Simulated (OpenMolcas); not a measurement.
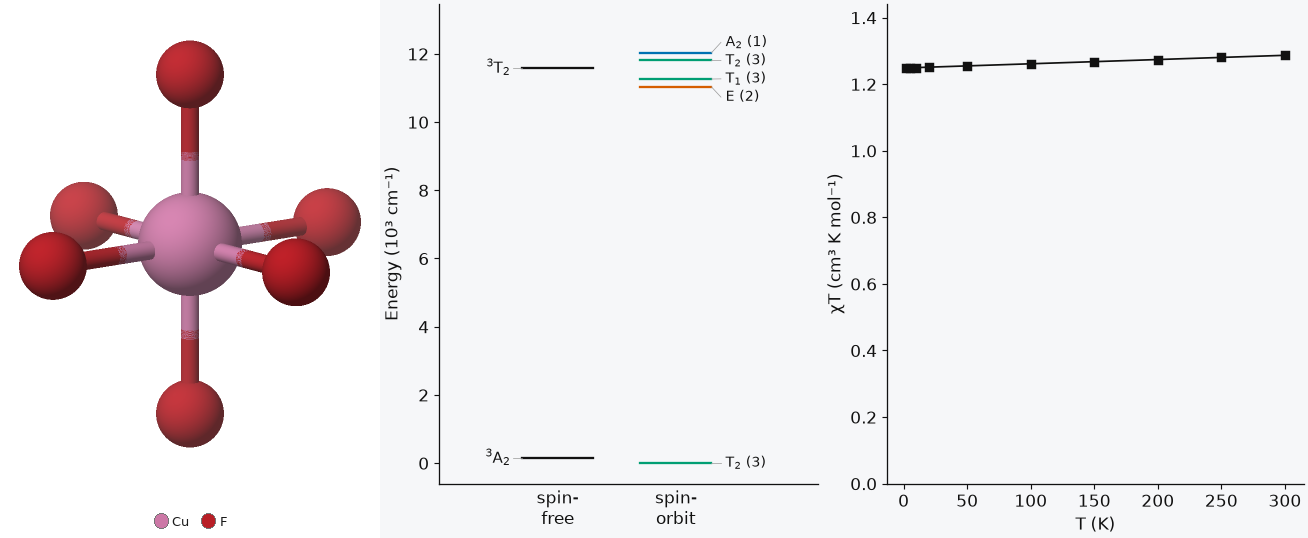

Cu³⁺ (3d⁸) as a dopant in K₂NaGaF₆, a cluster with its 6 nearest F⁻ at 1.881 Å (octahedron) embedded in model potentials and point charges; the geometry was set, not optimised, and its levels and susceptibility. Labels give the representation in O, Td, D4 or D3 as the site allows (double group for half-integer spin) where it could be assigned and, in brackets, the degeneracy; spin-free states, where drawn, share the zero of the spin-orbit levels. Level of the calculation: state-averaged CASSCF, active space 8 electrons in the shell 3d, basis ANO-RCC-VDZP on all atoms, DKH2 scalar Hamiltonian, spin-orbit coupling by RASSI with atomic mean-field integrals (OpenMolcas). Powder susceptibility by Van Vleck's formula.

Give the ground level, the first gap and the ligand-field bands.

The ground level is T₂, 3-fold degenerate, 100 % from states of spin multiplicity 3. The next level lies at 11,000 cm⁻¹ (E). The lowest spin-free state is ³A₂; of the same spin there follows at 11,400 cm⁻¹ (³T₂) above it. A ligand-field fit to the spin-free states gives |10Dq| = 11,600 cm⁻¹, B = 1,290 and C = 4,240 cm⁻¹ (rms misfit 100 cm⁻¹). χT is 1.25 cm³ K mol⁻¹ at 2 K and 1.29 at 300 K, an effective moment of 3.21 μB. The active orbitals hold 84 to 96 % metal character (Löwdin), and the Mulliken charge of the metal is +1.76.

Note: the geometry is set by hand, with no relaxation and no charge compensation.
